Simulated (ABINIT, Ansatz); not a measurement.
# Dysprosium (P6_3/mmc): phonons by linear response

How does Dysprosium (P6_3/mmc) vibrate, and is this structure a minimum?

Main program and level: ABINIT 10.8.3; DFT PBE, scalar-relativistic, plane waves, PseudoDojo norm-conserving, 4f in core pseudopotentials.

### 1. Set-up

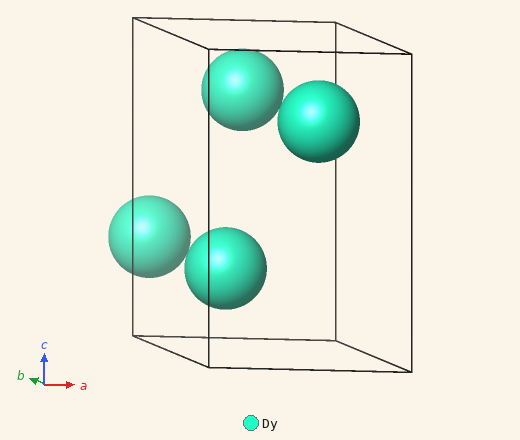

Start, viewed slightly off an axis; dysprosium teal. 1×2×1 cells are drawn.

### 2. A probe with smearing

A first run with smearing and empty bands tells whether the crystal has a gap, which decides between fixed occupations and smearing later on.

Input file probe.abi:

```
# ground state
tolvrs 1.0d-08
prtden 1
prtwf 1

# basis, mesh and filling
ecut 19.0
ngkpt 6 6 4
nshiftk 1
shiftk 0.0 0.0 0.0
istwfk *1
occopt 7
tsmear 0.005
nband 18
nstep 100
diemac 9.0
prtebands 0
prtgsr 0

# cell and atoms
acell 6.784683705 6.784683705 10.67222829
rprim 
    1.0 0.0 0.0
    -0.5 0.8660254038 0.0
    0.0 0.0 1.0
ntypat 1
znucl 66
natom 2
typat 1 1
xred 
    1/3 2/3 0.25
    2/3 1/3 0.75
pp_dirpath "./pseudo"
pseudos "Dy.upf"
```

The run is started by

```
$ OMP_NUM_THREADS=1 mpirun -n 8 abinit probe.abi > probe.log
```

Numbers of over 12 decimals in the logs are rounded to 6 here.

probe.abo, the main output file:

```text
[banners, grids, parts of the stress and lines that vanish by symmetry left out]
- input  file    -> probe.abi
- output file    -> probe.abo
- root for input  files -> probei
[...]
Symmetries : space group P6_3/m m c (#194); Bravais hP (primitive hexag.)
[...]
mpw =        1701          nfft =       40500          nkpt =          21
[...]
== DATASET  1 ==================================================================
[...]
cutoff_energies: {ecut:  19.0, pawecutdg:  -1.0, }
[...]
ETOT  1  -86.774536327497    -8.677E+01 4.422E-02 3.603E+00
 ETOT  2  -86.810285769680    -3.575E-02 2.993E-03 8.928E-02
 ETOT  3  -86.810319192898    -3.342E-05 4.558E-03 1.327E-03
 ETOT  4  -86.810319496122    -3.032E-07 1.084E-03 1.245E-05
 ETOT  5  -86.810319499109    -2.987E-09 6.678E-04 2.811E-07
 ETOT  6  -86.810319499176    -6.705E-11 1.588E-04 1.677E-09
 At SCF step    6       vres2   =  1.68E-09 < tolvrs=  1.00E-08 =>converged.
[...]
sigma(1 1)=  4.49030174E-05  sigma(3 2)=  0.00000000E+00
  sigma(2 2)=  4.49030171E-05  sigma(3 1)=  0.00000000E+00
  sigma(3 3)=  6.32226785E-05  sigma(2 1)=  0.00000000E+00
[...]
convergence: {deltae: -6.705E-11, res2:  1.677E-09, residm:  1.588E-04, diffor: null, }
etotal    :  -8.68103195E+01
[...]
sigma(1 1)=  4.49030174E-05  sigma(3 2)=  0.00000000E+00
  sigma(2 2)=  4.49030171E-05  sigma(3 1)=  0.00000000E+00
  sigma(3 3)=  6.32226785E-05  sigma(2 1)=  0.00000000E+00
[...]
- sigma(1 1)=  1.32109238E+00  sigma(3 2)=  0.00000000E+00
- sigma(2 2)=  1.32109237E+00  sigma(3 1)=  0.00000000E+00
- sigma(3 3)=  1.86007542E+00  sigma(2 1)=  0.00000000E+00
[...]
fcart     -1.9843557491E-29  1.2602351585E-28 -5.1671846471E-26
           strten      4.4903017373E-05  4.4903017125E-05  6.3222678534E-05
================================================================================

[key lines of the parts left out:]
pressure_GPa:  -1.5008E+00
```

Elapsed: 3.6 s, on 8 MPI ranks of Arm Neoverse V2, shared host; 28 s of CPU time.

This step gave:

```yaml
volume_per_atom: 31.52 Å³
pressure: -1.501 GPa
gap_on_the_k_mesh: 0 eV
```

No gap opens on this mesh, so smearing is kept; the printed pressure holds the stress of the finite basis too.

### 3. Relaxation

The harmonic expansion needs vanishing forces, and a free crystal bears no stress, so cell and atoms are brought to rest. Stress is more sensitive to the basis than forces are: the last 3 Ha under the cutoff are smoothed with ecutsm, and the cutoff is raised above that of the later runs.

Input file relax.abi:

```
# relaxation
ionmov 2
optcell 2
dilatmx 1.08
ntime 40
tolmxf 1.0d-05
tolvrs 1.0d-14
prtwf 0
prtden 0
chksymtnons 0

# basis, mesh and filling
ecut 25.0
ecutsm 3.0
ngkpt 9 9 6
nshiftk 1
shiftk 0.0 0.0 0.0
istwfk *1
occopt 7
tsmear 0.01
nband 18
nstep 100
diemac 1000000.0
prtebands 0
prtgsr 0

# cell and atoms
acell 6.784683705 6.784683705 10.67222829
rprim 
    1.0 0.0 0.0
    -0.5 0.8660254038 0.0
    0.0 0.0 1.0
ntypat 1
znucl 66
natom 2
typat 1 1
xred 
    1/3 2/3 0.25
    2/3 1/3 0.75
pp_dirpath "./pseudo"
pseudos "Dy.upf"
```

The run is started by

```
$ OMP_NUM_THREADS=1 mpirun -n 8 abinit relax.abi > relax.log
```

relax.abo, the main output file:

```text
[banners, grids, parts of the stress and lines that vanish by symmetry left out]
- input  file    -> relax.abi
- output file    -> relax.abo
- root for input  files -> relaxi
[...]
Symmetries : space group P6_3/m m c (#194); Bravais hP (primitive hexag.)
[...]
mpw =        3225          nfft =       69984          nkpt =          48
[...]
== DATASET  1 ==================================================================
[...]
cutoff_energies: {ecut:  25.0, pawecutdg:  -1.0, }
[...]
ETOT  1  -86.778805720376    -8.678E+01 5.352E-02 6.449E+00
 ETOT  2  -86.814706146211    -3.590E-02 4.067E-03 1.218E-01
 ETOT  3  -86.814733382643    -2.724E-05 1.797E-03 1.810E-03
 ETOT  4  -86.814733576641    -1.940E-07 1.120E-03 3.008E-05
 ETOT  5  -86.814733581189    -4.549E-09 4.094E-04 5.683E-07
[...]
At SCF step   10       vres2   =  1.54E-16 < tolvrs=  1.00E-14 =>converged.
[...]
sigma(1 1)= -9.60320077E-06  sigma(3 2)=  0.00000000E+00
  sigma(2 2)= -9.60320102E-06  sigma(3 1)=  0.00000000E+00
  sigma(3 3)= -8.48952241E-07  sigma(2 1)=  0.00000000E+00
[...]
convergence: {deltae: -4.263E-13, res2:  1.535E-16, residm:  9.156E-05, diffor: null, }
etotal    :  -8.68147336E+01
[...]
ETOT  1  -86.814734683582    -8.681E+01 1.422E-04 7.529E-03
[...]
At SCF step    8       vres2   =  5.37E-16 < tolvrs=  1.00E-14 =>converged.
[...]
sigma(1 1)= -8.62572080E-06  sigma(3 2)=  0.00000000E+00
  sigma(2 2)= -8.62572105E-06  sigma(3 1)=  0.00000000E+00
  sigma(3 3)= -3.11819625E-07  sigma(2 1)=  0.00000000E+00
[...]
convergence: {deltae:  9.237E-13, res2:  5.366E-16, residm:  4.525E-05, diffor: null, }
etotal    :  -8.68147358E+01
[...]
ETOT  1  -86.814660333651    -8.681E+01 2.607E-05 5.588E-01
[...]
At SCF step    9       vres2   =  2.58E-16 < tolvrs=  1.00E-14 =>converged.
[...]
sigma(1 1)= -2.01215194E-07  sigma(3 2)=  0.00000000E+00
  sigma(2 2)= -2.01215438E-07  sigma(3 1)=  0.00000000E+00
  sigma(3 3)=  3.99404060E-06  sigma(2 1)=  0.00000000E+00
[...]
convergence: {deltae: -1.023E-12, res2:  2.584E-16, residm:  2.877E-06, diffor: null, }
etotal    :  -8.68147453E+01
[...]
ETOT  1  -86.814745408090    -8.681E+01 2.885E-04 2.516E-04
[...]
At SCF step    7       vres2   =  1.77E-15 < tolvrs=  1.00E-14 =>converged.
[...]
sigma(1 1)= -6.95640290E-08  sigma(3 2)=  0.00000000E+00
  sigma(2 2)= -6.95642729E-08  sigma(3 1)=  0.00000000E+00
  sigma(3 3)=  3.77676809E-06  sigma(2 1)=  0.00000000E+00
[...]
convergence: {deltae:  1.094E-12, res2:  1.773E-15, residm:  1.073E-06, diffor: null, }
etotal    :  -8.68147455E+01
[...]
ETOT  1  -86.814738339307    -8.681E+01 5.049E-02 3.906E-02
[...]
At SCF step    8       vres2   =  3.85E-15 < tolvrs=  1.00E-14 =>converged.
[...]
sigma(1 1)=  2.71952922E-07  sigma(3 2)=  0.00000000E+00
  sigma(2 2)=  2.71952678E-07  sigma(3 1)=  0.00000000E+00
  sigma(3 3)=  3.09905508E-07  sigma(2 1)=  0.00000000E+00
[...]
convergence: {deltae: -6.395E-13, res2:  3.851E-15, residm:  2.397E-07, diffor: null, }
etotal    :  -8.68147468E+01
[...]
ETOT  1  -86.814746683478    -8.681E+01 1.357E-06 6.263E-04
[...]
ETOT  6  -86.814746776696     9.521E-13 5.623E-08 2.283E-13
 ETOT  7  -86.814746776696    -8.669E-13 2.390E-08 1.184E-15
 At SCF step    7       vres2   =  1.18E-15 < tolvrs=  1.00E-14 =>converged.
[...]
sigma(1 1)=  5.03360484E-08  sigma(3 2)=  0.00000000E+00
  sigma(2 2)=  5.03358040E-08  sigma(3 1)=  0.00000000E+00
  sigma(3 3)=  3.14594266E-08  sigma(2 1)=  0.00000000E+00
[...]
convergence: {deltae: -8.669E-13, res2:  1.184E-15, residm:  2.390E-08, diffor: null, }
etotal    :  -8.68147468E+01
[...]
At Broyd/MD step   6, gradients are converged :
[...]
sigma(1 1)=  5.03360484E-08  sigma(3 2)=  0.00000000E+00
  sigma(2 2)=  5.03358040E-08  sigma(3 1)=  0.00000000E+00
  sigma(3 3)=  3.14594266E-08  sigma(2 1)=  0.00000000E+00
[...]
- sigma(1 1)=  1.48093767E-03  sigma(3 2)=  0.00000000E+00
- sigma(2 2)=  1.48093048E-03  sigma(3 1)=  0.00000000E+00
- sigma(3 3)=  9.25568286E-04  sigma(2 1)=  0.00000000E+00
[...]
fcart     -9.8889563279E-30  1.7128174793E-29 -0.0000000000E+00
           strten      5.0336048357E-08  5.0335804013E-08  3.1459426619E-08
================================================================================

[key lines of the parts left out:]
pressure_GPa:  -1.2958E-03
Total energy (etotal) [Ha]= -8.68147467766964E+01
```

Elapsed: 52 s, on 8 MPI ranks; 6.9 min of CPU time.

The steps of the relaxation:

```
step  energy less that of the first step (eV)  largest force (eV/Å)  volume (Å³)
   1                                   0.0000                0.0000        63.04
   2                                  -0.0001                0.0000        63.08
   3                                  -0.0003                0.0000        63.41
   4                                  -0.0003                0.0000        63.41
   5                                  -0.0004                0.0000        63.37
   6                                  -0.0004                0.0000        63.36
```

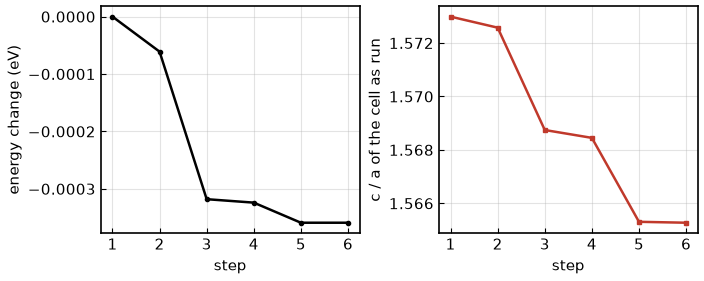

Energy and cell shape along the relaxation.

```
conventional cell, symmetrised  before  after  change
                         a (Å)   3.590  3.602  +0.3 %
                         b (Å)   3.590  3.602  +0.3 %
                         c (Å)   5.647  5.638  -0.2 %
              volume (Å³/atom)   31.52  31.68  +0.5 %
```

The relaxed structure:

```
Dy
1.0
     3.60222    0.00000    0.00000
    -1.80111    3.11961    0.00000
     0.00000    0.00000    5.63846
Dy
2
Direct
  0.33333 0.66667 0.25000
  0.66667 0.33333 0.75000
```

This step gave:

| Quantity | Value |
| --- | --- |
| volume per atom | 31.68 Å³ |
| pressure | -0.001296 GPa |

The volume changes by +0.5 % in this run and stands +0.5 % from the first cell.

### 4. Ground state

First-order wavefunctions inherit every error of the ground state, hence the very tight tolvrs. Smearing stays on, as the first look found no gap above 0.3 eV.

Input file gs.abi:

```
# ground state
tolvrs 1.0d-16
prtden 1
prtwf 1

# basis, mesh and filling
ecut 19.0
ngkpt 9 9 6
nshiftk 1
shiftk 0.0 0.0 0.0
istwfk *1
occopt 7
tsmear 0.01
nband 18
nstep 100
diemac 1000000.0
prtebands 0
prtgsr 0

# cell and atoms
acell 6.807202737 6.807202737 10.65514636
rprim 
    1.0 0.0 0.0
    -0.5 0.8660254038 0.0
    0.0 0.0 1.0
ntypat 1
znucl 66
natom 2
typat 1 1
xred 
    1/3 2/3 0.25
    2/3 1/3 0.75
pp_dirpath "./pseudo"
pseudos "Dy.upf"
```

The run is started by

```
$ OMP_NUM_THREADS=1 mpirun -n 8 abinit gs.abi > gs.log
```

gs.abo, the main output file:

```text
[banners, grids, parts of the stress and lines that vanish by symmetry left out]
- input  file    -> gs.abi
- output file    -> gs.abo
- root for input  files -> gsi
[...]
Symmetries : space group P6_3/m m c (#194); Bravais hP (primitive hexag.)
[...]
mpw =        1725          nfft =       40500          nkpt =          48
[...]
== DATASET  1 ==================================================================
[...]
cutoff_energies: {ecut:  19.0, pawecutdg:  -1.0, }
[...]
ETOT  1  -86.780474921097    -8.678E+01 3.996E-02 4.119E+00
 ETOT  2  -86.811814547552    -3.134E-02 1.471E-02 9.930E-02
 ETOT  3  -86.811851926500    -3.738E-05 1.254E-03 6.540E-04
 ETOT  4  -86.811852027007    -1.005E-07 1.301E-03 1.780E-05
 ETOT  5  -86.811852031964    -4.957E-09 8.620E-04 3.571E-07
[...]
ETOT 10  -86.811852032050     5.400E-13 4.964E-05 2.476E-16
 ETOT 11  -86.811852032050     1.279E-13 4.900E-05 7.917E-17
 At SCF step   11       vres2   =  7.92E-17 < tolvrs=  1.00E-16 =>converged.
[...]
sigma(1 1)=  5.79846877E-05  sigma(3 2)=  0.00000000E+00
  sigma(2 2)=  5.79846874E-05  sigma(3 1)=  0.00000000E+00
  sigma(3 3)=  5.76918733E-05  sigma(2 1)=  0.00000000E+00
[...]
convergence: {deltae:  1.279E-13, res2:  7.917E-17, residm:  4.900E-05, diffor: null, }
etotal    :  -8.68118520E+01
[...]
sigma(1 1)=  5.79846877E-05  sigma(3 2)=  0.00000000E+00
  sigma(2 2)=  5.79846874E-05  sigma(3 1)=  0.00000000E+00
  sigma(3 3)=  5.76918733E-05  sigma(2 1)=  0.00000000E+00
[...]
- sigma(1 1)=  1.70596841E+00  sigma(3 2)=  0.00000000E+00
- sigma(2 2)=  1.70596840E+00  sigma(3 1)=  0.00000000E+00
- sigma(3 3)=  1.69735351E+00  sigma(2 1)=  0.00000000E+00
[...]
fcart     -0.0000000000E+00 -0.0000000000E+00 -5.1754684832E-26
           strten      5.7984687657E-05  5.7984687411E-05  5.7691873331E-05
================================================================================

[key lines of the parts left out:]
pressure_GPa:  -1.7031E+00
```

The job ended after 8.1 s (8 MPI ranks; 64 s of CPU time).

This step gave:

- pressure: -1.703 GPa

The cell stands at -1.7 GPa: the relaxation ran with a smoothed and higher cutoff, and the difference is a stress of the finite basis.

(Part 1 of 3 ends here.)

[Host names and launcher messages were left out of these logs when they were recorded.]

[Logs are printed without paths, hosts, clocks, repeated set-up lines and the standing remarks that a program may print on its own settings, such as how far it seeks lower states.]

[Hosts, paths, dates, database ids (printed as entryN), source tags and the programs' standing remarks are cut or masked in the printed files.]
